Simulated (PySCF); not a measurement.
```yaml
atoms:
  - { symbol: C, position_ang: [-3.4136, -0.1045, 0.0393] }
  - { symbol: C, position_ang: [-1.9296, -0.1652, -0.2119] }
  - { symbol: C, position_ang: [-1.5027, -0.6866, -1.3975] }
  - { symbol: C, position_ang: [-0.2005, -0.8808, -1.9306] }
  - { symbol: C, position_ang: [1.0056, -0.5928, -1.3835] }
  - { symbol: B, position_ang: [1.3065, 0.0384, -0.0129] }
  - { symbol: O, position_ang: [2.5982, 0.2301, 0.3201] }
  - { symbol: Si, position_ang: [3.8029, 0.7060, 1.2575] }
  - { symbol: C, position_ang: [0.2013, 0.4553, 0.9783] }
  - { symbol: C, position_ang: [-1.1426, 0.3535, 0.8618] }
  - { symbol: H, position_ang: [-3.6622, -0.6372, 0.9567] }
  - { symbol: H, position_ang: [-3.7305, 0.9310, 0.1624] }
  - { symbol: H, position_ang: [-3.9798, -0.5423, -0.7784] }
  - { symbol: H, position_ang: [-2.2928, -1.0167, -2.0648] }
  - { symbol: H, position_ang: [-0.2089, -1.3281, -2.9212] }
  - { symbol: H, position_ang: [1.8655, -0.8420, -1.9981] }
  - { symbol: H, position_ang: [4.7289, 1.3940, 0.3565] }
  - { symbol: H, position_ang: [3.3702, 1.6149, 2.3275] }
  - { symbol: H, position_ang: [4.3700, -0.5139, 1.8355] }
  - { symbol: H, position_ang: [0.5503, 0.8924, 1.9101] }
  - { symbol: H, position_ang: [-1.7452, 0.7114, 1.6930] }
```

Geometry: GFN2-xTB.

Theory: PySCF 2.14.0, PBE0/pcSseg-1, SCF density, gas phase, non-relativistic.

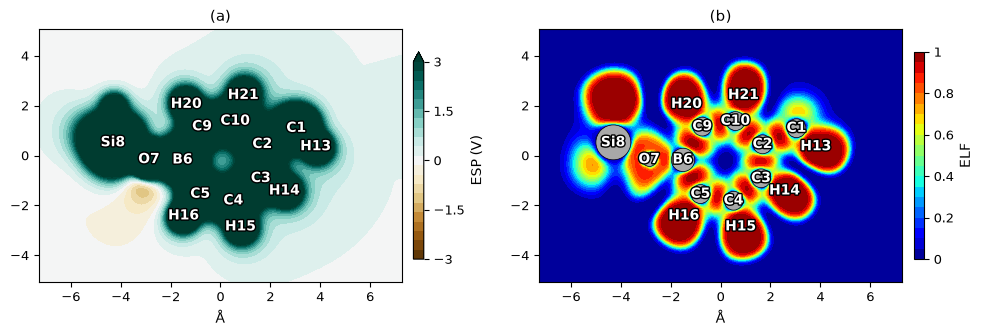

C7H11BOSi (SMILES CC1=CC=CB(O[SiH3])C=C1). (a) electrostatic potential; (b) electron localisation function on the plane of atoms C5, C4 and H15. Grey discs cover the atomic cores in the ELF map.

What does the map show?

The plane passes through C, B, O, Si and H nuclei.
B–O (1.35 Å): the ELF peaks at about 0.90 between the atoms; a short, strongly polar bond.
C–C (1.35 Å): the ELF peaks at about 0.95 between the atoms, as expected for a covalent bond.
C–B (1.54 Å): the ELF peaks at about 1 between the atoms (a covalent bond).
Si–O (1.60 Å): the ELF peaks at about 0.85 between the atoms (a short, strongly polar bond).
C–H (1.09 Å): the ELF climbs to about 1 towards the hydrogen, as it does in any bond to H (an ordinary covalent bond to hydrogen).
The ELF also peaks beside O7, away from the bonds: lone-pair regions.
Outside the dense part of the molecule the potential is most negative (−1.2 V) near O7.
